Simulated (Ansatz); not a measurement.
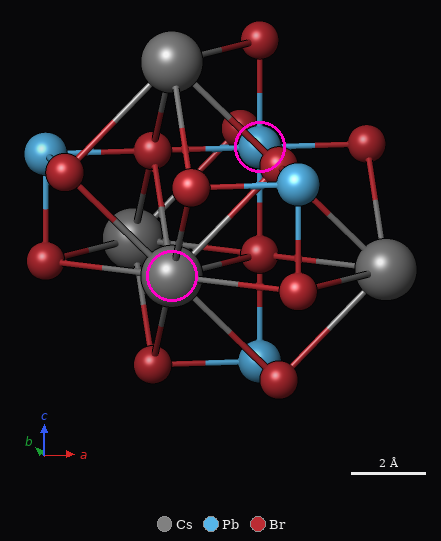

Perfect CsPbBr₃. A ball-and-stick model of the atoms within 6.0 Å of one point, seen slightly off an axis.

All numbers below come from DFT, PBEsol, PAW, plane waves in Ansatz. Set-up: plane-wave cutoff 420 eV; k-point mesh 1 × 1 × 1; mesh shifted by (0.25, 0.25, 0.25); no spin polarisation. Fermi-Dirac smearing of 0.01 eV. The axes drawn are those of the host's conventional cell.

A lead atom is replaced by bismuth and a caesium atom is taken out (a vacancy), the two sites 5.1 Å apart at the ringed places, in charge state 0. The supercell has 40 sites, and the atoms are relaxed at the host's cell.

How do the neighbours respond?

In the host the Pb atom has 6 Br at 2.94 Å; the Bi atom ends with 6 Br at 2.86 Å. Around the empty Cs site the host had ; after relaxation the nearest atoms are . Of the host's atoms, a caesium atom moves furthest from its site, by 0.44 Å.

The relaxed defect, seen from the same direction:

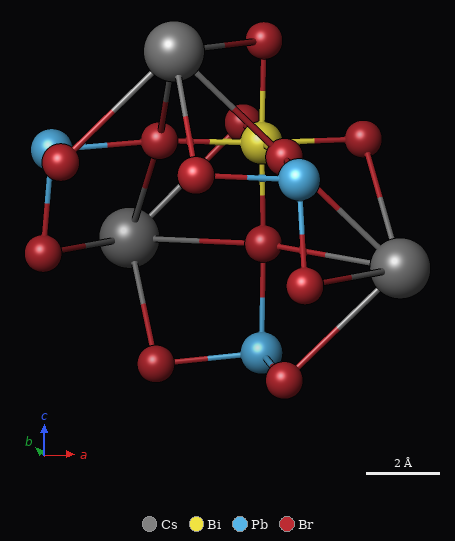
